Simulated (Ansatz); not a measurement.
Geometry relaxation, with input and output: AlN₂H₅ (part 2 of 2)

The same run, continued: AlN₂H₅; RKS B3LYP-D4/def2-SVP (Ansatz 0.2.0). The input holds or restrains some coordinates. Forces given for the steps count only the free coordinates. It belongs to a series of runs on one base structure; here: pulled along the bonds that form and break, towards end B.

Geometry of the input (Å):
```
Al 0.0000  0.0000  0.0000
H  1.0441  0.0000  1.4169
N  2.0840  0.0000  0.3891
H  2.5506  -0.9179  0.1373
H  2.5353  0.9179  0.1109
N  -1.6627  0.0000  -0.9600
H  -2.3316  -0.8164  -0.8614
H  -1.9118  0.8164  -1.5886
```

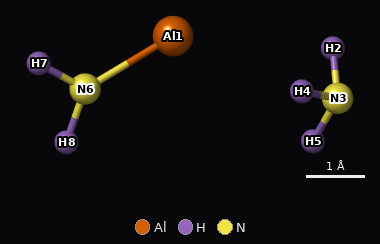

**Figure 1.** The geometry at step 9 of the log (ball-and-stick view, seen at a tilt; atoms are numbered from 1 in the order of the input).

### The program's output, continued
```
relax step  18: F+E_penalty+E_count = -9654.95573223 eV  Δ(F+E_penalty+E_count) = -2.673e-2 eV  max|allowed force component| = 6.921e-1 eV/Å  E_restraint = 0.00766054 eV  max|allowed force component, restraints' pulls added| = 2.508e-1 eV/Å  Δτ_max = 0.1741 Å  (26 SCF iters, accepted)
the calculation of the forces begins
reference -9654.75244893 eV, -354.8056082720 hartree; 16, 16 occupied and 55, 55 virtual orbitals, 764 factors
relax step  19: F+E_penalty+E_count = -9654.96090394 eV  Δ(F+E_penalty+E_count) = -5.172e-3 eV  max|allowed force component| = 7.299e-1 eV/Å  E_restraint = 0.00779636 eV  max|allowed force component, restraints' pulls added| = 7.181e-2 eV/Å  Δτ_max = 0.1103 Å  (27 SCF iters, accepted)
  distance H 1 - N 2 = 1.0373 Å
  distance Al 0 - H 1 = 2.7623 Å
  distance Al 0 - N 2 = 3.1189 Å
764 factors; integrals over basis functions are off by at most 7.8e-4 eV
mean field -9654.75221557 eV, -354.8055996962 hartree, gradient 8.6e-6 eV, S^2 0.000000; 1 other end points of the search recorded, 0 dependent functions left out
the calculation of the forces begins
reference -9654.75244893 eV, -354.8056082720 hartree; 16, 16 occupied and 55, 55 virtual orbitals, 764 factors
Total energy: -9654.96113730 eV, -354.8132774280 hartree
Atom 0 at    -0.961281    -0.166636     1.024223 Å, force    -0.037818     0.007154    -0.016158 eV/Å
Atom 1 at     1.791527    -0.072333     1.232106 Å, force     0.252586     0.112287    -0.652913 eV/Å
Atom 2 at     2.046075     0.096747     0.240795 Å, force    -0.175536    -0.125345     0.729933 eV/Å
Atom 3 at     1.629264    -0.641136    -0.324922 Å, force    -0.016742     0.017987    -0.035881 eV/Å
Atom 4 at     1.659555     0.997469    -0.038434 Å, force    -0.022432    -0.006194    -0.030926 eV/Å
Atom 5 at    -1.199020    -0.095282    -0.772453 Å, force    -0.020723    -0.010955     0.014275 eV/Å
Atom 6 at    -2.108939    -0.275223    -1.201361 Å, force     0.008571     0.004031    -0.004419 eV/Å
Atom 7 at    -0.549281     0.156394    -1.515755 Å, force     0.012094     0.001035    -0.003912 eV/Å
Dipole moment:    -0.174969     0.043070    -0.362994 e Å
```

### Trajectory as extended XYZ (Å, eV, eV/Å), 13 of the 19 frames kept, from step=1 to step=19
```
8
Properties=species:S:1:pos:R:3:forces:R:3 step=1 energy=-9652.20758
Al    0.0000    0.0000    0.0000   -1.3504  -0.3187   0.3486
H     1.0441    0.0000    1.4169    0.3455  -0.0149  -0.0851
N     2.0840    0.0000    0.3891   -1.4797   0.1172  -1.4068
H     2.5506   -0.9179    0.1373    0.2165   1.1927   0.3058
H     2.5353    0.9179    0.1109    0.3530  -1.1661   0.4304
N    -1.6627    0.0000   -0.9600    1.3638   0.2973   0.2174
H    -2.3316   -0.8164   -0.8614    0.7367   1.5566  -0.4943
H    -1.9118    0.8164   -1.5886   -0.1856  -1.6642   0.6841
8
Properties=species:S:1:pos:R:3:forces:R:3 step=3 energy=-9651.93211
Al   -0.3368   -0.0041   -0.1836    6.1079  -0.2073   4.5615
H     1.3075    0.0006    1.4732    3.8287   0.0301  -3.8052
N     2.2007    0.0015    0.5361   -2.1107   0.0567   2.1130
H     2.5536   -0.9066    0.1456   -0.4209   1.1743   0.7954
H     2.5392    0.9064    0.1209   -0.3917  -1.2076   0.9083
N    -1.7009    0.0014   -0.9890   -5.7648   0.0579  -3.7579
H    -2.3333   -0.8034   -0.8701   -0.3724   0.7218  -0.6368
H    -1.9221    0.8042   -1.5888   -0.8760  -0.6260  -0.1783
8
Properties=species:S:1:pos:R:3:forces:R:3 step=4 energy=-9652.69029
Al   -0.4522   -0.0071   -0.2258    7.4619  -0.1534   5.1118
H     1.5056    0.0018    1.4488    2.5569   0.0273  -2.7994
N     2.2902    0.0029    0.6590   -0.2870   0.0450   1.1525
H     2.5394   -0.8871    0.1618   -0.7018   1.2627   0.8801
H     2.5249    0.8859    0.1388   -0.6810  -1.3019   0.9810
N    -1.7832    0.0002   -1.0420   -5.2937   0.0429  -3.5165
H    -2.3618   -0.7958   -0.8912   -1.5914  -0.3941  -0.6732
H    -1.9550    0.7993   -1.6052   -1.4638   0.4713  -1.1363
8
Properties=species:S:1:pos:R:3:forces:R:3 step=5 energy=-9654.06637
Al   -0.4631   -0.0107   -0.1857    1.7763  -0.0698   1.4775
H     1.7000    0.0038    1.4634    0.6029   0.0202  -1.0550
N     2.4557    0.0053    0.7568    0.8528  -0.0335   0.6334
H     2.5173   -0.8350    0.1826   -0.3999   0.1215   0.2994
H     2.5044    0.8326    0.1640   -0.3880  -0.0860   0.3066
N    -1.8907   -0.0054   -1.1218   -0.0769   0.0124  -0.2643
H    -2.4697   -0.8189   -0.9396   -1.0629   0.4497  -0.8809
H    -2.0460    0.8284   -1.6756   -1.3044  -0.4146  -0.5167
8
Properties=species:S:1:pos:R:3:forces:R:3 step=7 energy=-9654.69765
Al   -0.5495    0.0411    0.1904   -0.7787   0.0108  -0.1616
H     1.8938    0.0188    1.5040    0.5107  -0.0467  -0.8250
N     2.5633   -0.0271    0.7106    0.1612  -0.0367   0.5693
H     2.2798   -0.7876    0.0905   -0.0803   0.0469   0.1821
H     2.4868    0.8374    0.1745   -0.1022   0.0237   0.1049
N    -1.8708    0.0051   -1.0723    0.6931   0.0279   0.5024
H    -2.4822   -0.8091   -1.1666   -0.1196   0.2803  -0.3029
H    -2.0133    0.7214   -1.7869   -0.2842  -0.3063  -0.0693
8
Properties=species:S:1:pos:R:3:forces:R:3 step=9 energy=-9654.80715 accepted=F
Al   -0.6920   -0.0413    0.5345   -0.5182  -0.0195  -0.1359
H     1.9438    0.0262    1.4568    0.2077   0.0142  -0.2800
N     2.4713    0.0090    0.5740   -0.2414   0.1909  -0.2050
H     2.1064   -0.7969    0.0499    0.1608   0.1938   0.1408
H     2.1784    0.8489    0.0467    0.1875  -0.3848   0.2776
N    -1.6323   -0.0254   -1.0269   -0.0342   0.1510  -0.0209
H    -2.3763   -0.6993   -1.2223    0.0516  -0.0935   0.0791
H    -1.6914    0.6789   -1.7684    0.1862  -0.0522   0.1443
8
Properties=species:S:1:pos:R:3:forces:R:3 step=10 energy=-9654.78480
Al   -0.6434   -0.0255    0.4476   -0.4759  -0.0206   0.0891
H     1.9254    0.0180    1.4688    0.3918  -0.0166  -0.5503
N     2.4911    0.0029    0.6013   -0.0378   0.0095   0.5512
H     2.1490   -0.7887    0.0568    0.0211  -0.0445  -0.0180
H     2.2427    0.8465    0.0850    0.0165   0.0627  -0.0344
N    -1.6857   -0.0131   -1.0320   -0.1062  -0.0284  -0.1013
H    -2.4097   -0.7169   -1.2032    0.0866   0.0082   0.0555
H    -1.7614    0.6768   -1.7802    0.1039   0.0297   0.0083
8
Properties=species:S:1:pos:R:3:forces:R:3 step=11 energy=-9654.80000
Al   -0.6826   -0.0418    0.5225   -0.4790  -0.0077   0.0512
H     1.9156    0.0172    1.4577    0.3886  -0.0097  -0.6501
N     2.4545    0.0065    0.5713   -0.2063   0.1242   0.2947
H     2.1111   -0.7932    0.0285    0.0806   0.1784   0.1206
H     2.2008    0.8601    0.0565    0.0802  -0.2776   0.1660
N    -1.6656   -0.0029   -1.0010    0.2606   0.3453  -0.1738
H    -2.3615   -0.7124   -1.2118   -0.1903  -0.2004  -0.0340
H    -1.6645    0.6665   -1.7795    0.0657  -0.1524   0.2253
8
Properties=species:S:1:pos:R:3:forces:R:3 step=13 energy=-9654.84961
Al   -0.7798   -0.0667    0.7017   -0.3878  -0.0375  -0.1659
H     1.8863    0.0176    1.4137    0.3392   0.0147  -0.7074
N     2.3444    0.0299    0.4828   -0.1787   0.0655   0.5153
H     2.0306   -0.7957   -0.0305    0.0049   0.0809   0.0295
H     2.0276    0.8644   -0.0179    0.0409  -0.1354   0.0777
N    -1.4974   -0.0481   -0.9773    0.0298   0.1227   0.2070
H    -2.2886   -0.6538   -1.2103    0.0649   0.0032  -0.0169
H    -1.4151    0.6525   -1.7180    0.0868  -0.1141   0.0606
8
Properties=species:S:1:pos:R:3:forces:R:3 step=15 energy=-9654.89955
Al   -0.8503   -0.1517    0.8335   -0.2374  -0.0135  -0.0096
H     1.8567    0.0121    1.3586    0.2969   0.0296  -0.6940
N     2.2415    0.0564    0.3964   -0.1590  -0.0106   0.6389
H     1.8979   -0.7509   -0.1218   -0.0105  -0.0170  -0.0136
H     1.8961    0.9041   -0.0517   -0.0080   0.0246   0.0000
N    -1.4236   -0.0392   -0.8853    0.1844   0.2151  -0.4435
H    -2.2641   -0.5362   -1.2038    0.1819   0.1547   0.0264
H    -1.0463    0.5053   -1.6817   -0.2483  -0.3829   0.4953
8
Properties=species:S:1:pos:R:3:forces:R:3 step=16 energy=-9654.92525
Al   -0.8794   -0.1802    0.8834   -0.1789  -0.0018  -0.0289
H     1.8388    0.0033    1.3311    0.2802   0.0347  -0.6612
N     2.1919    0.0639    0.3585   -0.1723  -0.0352   0.6498
H     1.8139   -0.7213   -0.1701   -0.0043   0.0143  -0.0270
H     1.8631    0.9363   -0.0529   -0.0253   0.0032  -0.0171
N    -1.3641   -0.0570   -0.8622    0.0742   0.0011   0.0062
H    -2.2434   -0.4610   -1.1957    0.0641   0.0611  -0.0028
H    -0.9129    0.4161   -1.6480   -0.0377  -0.0773   0.0812
8
Properties=species:S:1:pos:R:3:forces:R:3 step=17 energy=-9654.92901
Al   -0.9260   -0.1686    0.9530   -0.0576  -0.0385  -0.0599
H     1.8141   -0.0259    1.2923    0.2781   0.0831  -0.7405
N     2.1197    0.0830    0.3056   -0.2283  -0.0168   0.7166
H     1.7578   -0.7012   -0.2364   -0.0334   0.0545  -0.0185
H     1.7421    0.9586   -0.0605    0.0104  -0.1071   0.0197
N    -1.2478   -0.1324   -0.8355   -0.6673   0.0656  -0.2305
H    -2.2078   -0.3471   -1.1788    0.7524   0.1247   0.1970
H    -0.7441    0.3336   -1.5956   -0.0543  -0.1655   0.1160
8
Properties=species:S:1:pos:R:3:forces:R:3 step=19 energy=-9654.96090
Al   -0.9613   -0.1666    1.0242   -0.0378   0.0072  -0.0162
H     1.7915   -0.0723    1.2321    0.2526   0.1123  -0.6529
N     2.0461    0.0967    0.2408   -0.1755  -0.1253   0.7299
H     1.6293   -0.6411   -0.3249   -0.0167   0.0180  -0.0359
H     1.6596    0.9975   -0.0384   -0.0224  -0.0062  -0.0309
N    -1.1990   -0.0953   -0.7725   -0.0207  -0.0110   0.0143
H    -2.1089   -0.2752   -1.2014    0.0086   0.0040  -0.0044
H    -0.5493    0.1564   -1.5158    0.0121   0.0010  -0.0039
```

### Key numbers

| quantity | value |
| --- | --- |
| outcome | converged under the restraints of the input |
| total energy | −9654.9611 eV |
| mean-field energy | −9654.7524 eV |
| largest force (length of the vector) at the end, held atoms and coordinates included | 0.761 eV/Å |
| hardware | 1 thread of Arm Neoverse V2, 24 GiB of memory available, shared host |
| wall time | 33 s |
| peak memory | 0.13 GiB |
